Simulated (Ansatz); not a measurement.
# Te3P4, from a guessed structure to a relaxed one, part 2 of 2

Starting from a made-up structure for Te3P4, the aim is the relaxed cell, its shortest contacts and, where a second run follows, its electronic structure.

Ansatz 0.2.0; DFT, PBEsol, plane-wave PAW, files of the set soft_1, scalar-relativistic, no spin, cell and ions relaxed at zero pressure; PAW set soft_1 (the session's first sound run).

So far: Starting point; Relaxation of the guess.

### Step 3. Bands of the relaxed cell

With the geometry fixed, one more self-consistent run, with a narrower smearing and the mesh shown in its input, gives the bands, and its pressure, and its forces where symmetry allows any, show how far the geometry depends on these settings.

This step: DFT, PBEsol, plane-wave PAW, files of the set soft_1, scalar-relativistic, no spin, bands and density of states at the relaxed cell; PAW set soft_1 (Ansatz 0.2.0).

input.yaml

```yaml
crystal:
  lattice:
    - [6.5580329085, -1.9779277677, 0.8726153479]
    - [6.5580329085, 1.9779277677, 0.8726153479]
    - [-1.9704395421, 0.0, 5.9208399332]
  atoms:
    - { symbol: Te, position: [0.0, 0.0, 0.0] }
    - { symbol: Te, position: [0.6994237954, 0.6994237954, 0.7326603685] }
    - { symbol: Te, position: [0.3005762046, 0.3005762046, 0.2673396315] }
    - { symbol: P, position: [0.6553137204, 0.6553137204, 1.1202275892] }
    - { symbol: P, position: [0.3446862796, 0.3446862796, -0.1202275892] }
    - { symbol: P, position: [0.9300667524, 0.9300667524, 0.5523689181] }
    - { symbol: P, position: [0.0699332476, 0.0699332476, 0.4476310819] }
kpoints:
  mp_grid: { grid: [8, 8, 6] }
  band_path:
    path:
      - [[0.0, 0.0, 0.0], [0.5, 0.5, -1.0], [-0.37377099, -0.37377099, -1.25657783], [0.5, 0.5, -0.5], [0.73606385, 0.26393615, -0.5]]
      - [[0.26393615, -0.26393615, 0.5], [0.0, 0.0, 0.5], [1.37377099, 1.37377099, 0.25657783]]
      - [[0.5, 0.5, -1.0], [0.64114528, 0.35885472, -1.0]]
      - [[0.35885472, -0.35885472, 0.0], [0.0, 0.0, 0.0], [0.5, 0.0, -0.5]]
      - [[0.5, 0.0, 0.0], [0.0, 0.0, 0.0]]
    npoints: 8
scf:
  occupations: { method: fermi_dirac, width: 0.03 }
  n_extra_bands: 11
hamiltonian:
  xc: pbesol
  pseudopotentials: { kind: paw, azcp: { folder: soft_1 }, xc_functional: pbe }
output:
  forces: true
  stress: true
  write_bands: true
  dos: { projected: true }
  write_density: true
  write_potential: true
  elf: true
  volumetric_format: npy
```

Run with:

```
> ansatz run input.yaml --threads 4 --pin off --max-ram 10240MiB --backend cpu --events-out ev --progress --plain --runs-dir out
```

Numbers of over 12 decimals in the logs are rounded to 6 here.

What it wrote:

```text
[...]
Crystal: 7 atoms, lattice volume = 160.404 Å³
Basis set: ecut = 420 eV, 3145 PW (Γ), exchange–correlation on 96×96×90 points (8 copies of the dense FFT grid, shifted against one another)
Bands: 45, of which v1, the nominal top of the filled ones, is band 34 counted from 1 (33 counted from 0)
Symmetry: 4 space group operations
[...]
k-points: 114 of 384
[...]
SCF iter   1: F=—  HF=-23663.027629 eV  |F-HF|=—  |Δ(HF+E_count)|=         —  Δρ=2.33e-2  dr2=1.44e0  ethr=3.10e-3  ⟨swp⟩=9.2  Hψ=26922  notcnv=0  defer=45
[...]
SCF iter   8: F=-23662.661425 eV  HF=-23662.661425 eV  |F-HF|=1.87e-8  |Δ(HF+E_count)|=   1.43e-7  Δρ=4.96e-6  dr2=7.37e-8  ethr=1.47e-10  ⟨swp⟩=21.2  Hψ=45302  notcnv=0
SCF 1 converged in 8 iterations: F = -23662.661425 eV  dr2 = 7.37e-8
[...]
NSCF: frozen V_eff on 85 k-points
SCF converged after 8 iterations
Free energy (F): -23662.661425 eV
[...]
Internal energy: -23662.652243 eV  (E = F + TS)
E sigma→0 (E₀):  -23662.656834 eV
Entropy (-TS):   -0.009181 eV (-1.312 meV/atom)
Fermi energy:    9.532547 eV
[...]
--- Forces (eV/Å), atoms counted from 1 ---
  atom   1  Te     0.00000000     0.00000000    -0.00000000
  atom   2  Te     0.02737002     0.00000000     0.04518874
  atom   3  Te    -0.02737002    -0.00000000    -0.04518874
  atom   4  P      0.00857530     0.00000000    -0.05779307
  atom   5  P     -0.00857530    -0.00000000     0.05779307
  atom   6  P     -0.07104863    -0.00000000    -0.03683382
  atom   7  P      0.07104863     0.00000000     0.03683382
  max |Σ_I F_I| component: 0.00e0 eV/Å
--- Stress (GPa, compression-positive) ---
        0.334007      -0.000000       0.459517
       -0.000000       0.321749      -0.000000
        0.459517      -0.000000      -0.577307
  P = ⅓ Tr σ = 0.0261 GPa (0.261 kbar)
--- Band table (eV; the first three rows and the last of 114) ---
  k-point 0: bands = [... 30 lower, 7.9679, 9.2999, 9.5186, 9.8220, 10.1404, 10.8217, 10.9899, 10.9930, ... 7 higher]
  k-point 1: bands = [... 30 lower, 7.8300, 8.8082, 8.8840, 9.6889, 10.4659, 10.5565, 10.7882, 11.1671, ... 7 higher]
  k-point 2: bands = [... 30 lower, 7.2728, 8.0783, 8.2848, 8.9640, 10.1646, 10.7518, 11.4533, 11.4565, ... 7 higher]
  k-point 113: bands = [... 30 lower, 7.9060, 8.4495, 8.7357, 9.2954, 9.5719, 9.5783, 9.8055, 10.3849, ... 7 higher]
```

Run time: 17 s. Hardware: 4 threads of Arm Neoverse V2, shared host; peak memory 0.9 GiB.

This step gave:

```
free energy             : -23662.6614 eV
energy at zero smearing : -23662.6568 eV
smearing term TS        : 0.009181 eV
Fermi energy            : 9.533 eV
pressure                : 0.02615 GPa
```

bands.tsv at the labelled points (eV, zero at the Fermi level; the bands that come nearest the Fermi level along the path):

```
point  band 31  band 32  band 33  band 34  band 35  band 36  band 37  band 38
    Γ    -1.56    -0.23    -0.01     0.29     0.61     1.29     1.46     1.46
    Y    -1.35    -1.34    -1.03    -0.91    -0.57     1.06     1.50     1.84
    F    -1.31    -1.19    -1.15    -0.90    -0.68     0.15     1.18     1.95
    L    -1.63    -1.08    -0.80    -0.24     0.04     0.05     0.27     0.85
    I    -2.69    -2.31    -1.20    -0.66    -0.59     0.60     1.28     1.34
   I1    -2.69    -2.31    -1.20    -0.66    -0.59     0.60     1.28     1.34
    Z    -2.11    -1.95    -1.92    -0.63     0.56     1.30     1.98     2.05
   F1    -1.31    -1.19    -1.15    -0.90    -0.68     0.15     1.18     1.95
    Y    -1.35    -1.34    -1.03    -0.91    -0.57     1.06     1.50     1.84
   X1    -1.85    -0.93    -0.18     0.10     0.11     1.53     1.99     2.10
    X    -1.85    -0.93    -0.18     0.10     0.11     1.53     1.99     2.10
    Γ    -1.56    -0.23    -0.01     0.29     0.61     1.29     1.46     1.46
    N    -2.52    -2.34    -1.49    -0.52    -0.31     0.29     1.12     1.80
    M    -2.65    -0.76    -0.66    -0.60     0.18     1.45     2.08     2.32
    Γ    -1.56    -0.23    -0.01     0.29     0.61     1.29     1.46     1.46
```

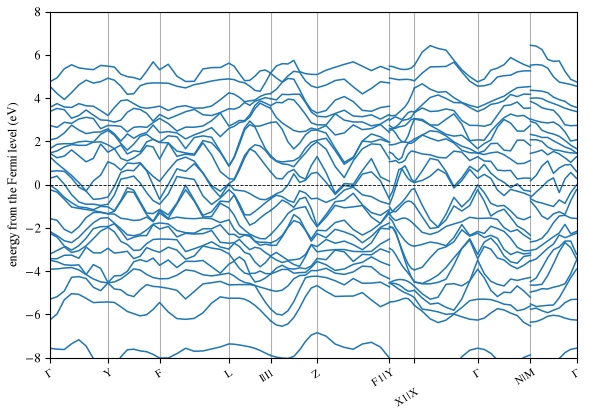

Bands along the path. 21 bands lie wholly below the window drawn.

Counts of states for the cell as run, both spins, by energy window (eV from the Fermi level):

```
from  to  total
  -8  -7   0.85
  -7  -6   0.70
  -6  -5   3.54
  -5  -4   4.41
  -4  -3   4.11
  -3  -2   4.16
  -2  -1   3.84
  -1   0   3.18
   0   1   3.42
   1   2   4.20
   2   3   4.34
   3   4   4.27
```

Below -8 eV lie 43.1 more states.

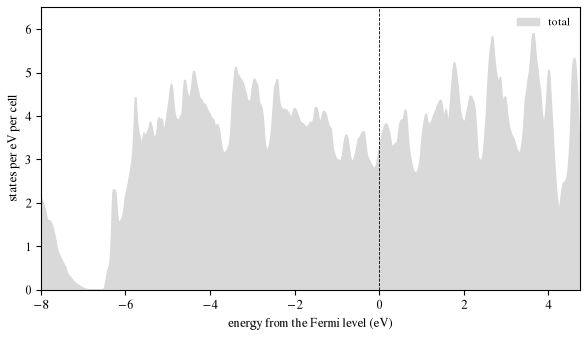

Total density of states, smoothed over about 0.04 eV.

Force by atom:

| atom | x (eV/Å) | y (eV/Å) | z (eV/Å) | size |
| --- | --- | --- | --- | --- |
| Te1 | 0.0000 | 0.0000 | 0.0000 | 0.0000 |
| Te2 | 0.0274 | 0.0000 | 0.0452 | 0.0528 |
| Te3 | -0.0274 | 0.0000 | -0.0452 | 0.0528 |
| P4 | 0.0086 | 0.0000 | -0.0578 | 0.0584 |
| P5 | -0.0086 | 0.0000 | 0.0578 | 0.0584 |
| P6 | -0.0710 | 0.0000 | -0.0368 | 0.0800 |
| P7 | 0.0710 | 0.0000 | 0.0368 | 0.0800 |

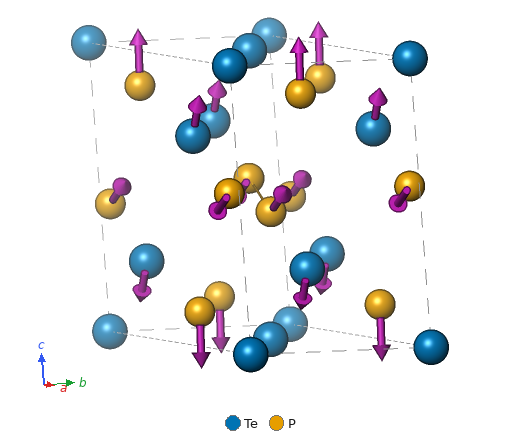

Force as arrows, the longest 0.0800 eV/Å. Bonds to atoms that aren't drawn are left out. Some periodic images of atoms are drawn too.

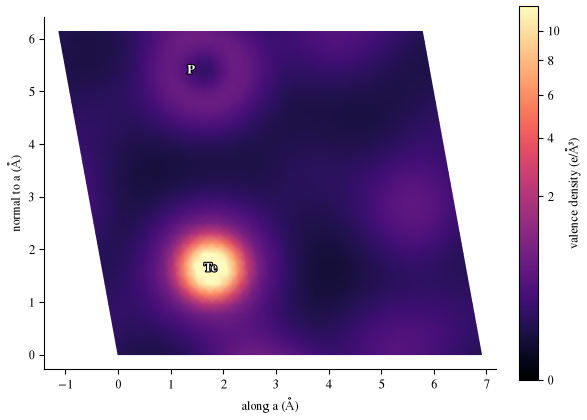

Valence density in the ac plane of the cell as run, not the conventional one, at fractional y = 0.301, with atoms of Te and P within 0.2 Å of it. It is the smooth field of the valence electrons, not physical close to the nuclei. The colour scale is stretched toward low values.

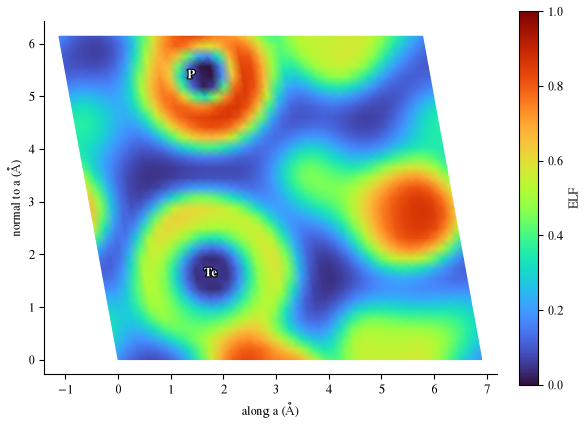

ELF in the ac plane of the cell as run, not the conventional one, at fractional y = 0.301, with atoms of Te and P within 0.2 Å of it. It is the smooth field of the valence electrons, not physical close to the nuclei.

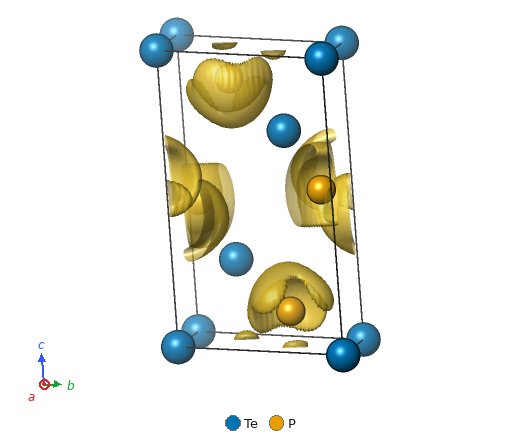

Surface of ELF = 0.81. Drawn on the cell as run, not the conventional one. Bonds to atoms that aren't drawn are left out.

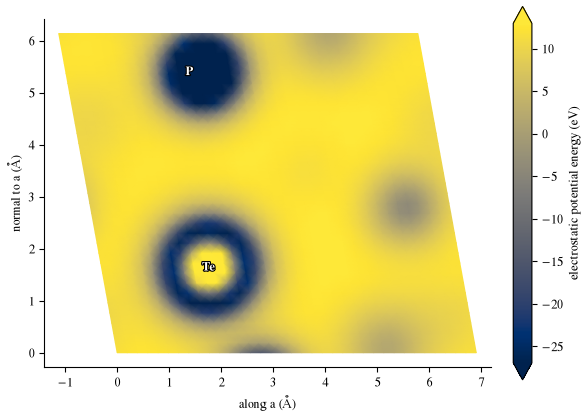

Electrostatic potential energy in the ac plane of the cell as run, not the conventional one, at fractional y = 0.301, with atoms of Te and P within 0.2 Å of it. With pseudopotentials it is smooth inside the atoms' cores, unlike the true potential.

### Step 4. Outcome

```
space group, relaxed : C2/m
conventional cell    : a = 13.232, b = 3.956, c = 6.240 Å; α = 90.0°, β = 100.8°, γ = 90.0°
volume per atom      : 22.91 Å³ (guess 22.39)
```

**Reading.** Te3P4 relaxes to C2/m with a = 13.232, b = 3.956 and c = 6.240 Å. The guessed volume was 2 % too small. The space group C2/m was held in the relaxation, so the end point is a stationary structure within it and may be a saddle against distortions or other arrangements. Bands cross the Fermi level, so it is a metal or semimetal at this level. On the 8×8×6 mesh with the narrower smearing (relaxed on 8×8×4) the largest force component is 0.071 eV/Å and the largest stress component is 0.577 GPa, against the relaxation's thresholds of 0.015 eV/Å and 0.05 GPa. The cutoff wasn't tested. A vector of the cell changed its length by 11 %, more than the volume shows. Spin-orbit coupling is left out, which can matter for elements this heavy. No dispersion term is used, so weakly bound directions may come out too long. Nothing here tests whether the compound is stable against decomposition.

[Logs are printed without paths, hosts, clocks, repeated set-up lines and the standing remarks that a program may print on its own settings, such as how far it seeks lower states.]

[Hosts, paths, dates, database ids (printed as entryN), source tags and the programs' standing remarks are cut or masked in the printed files.]
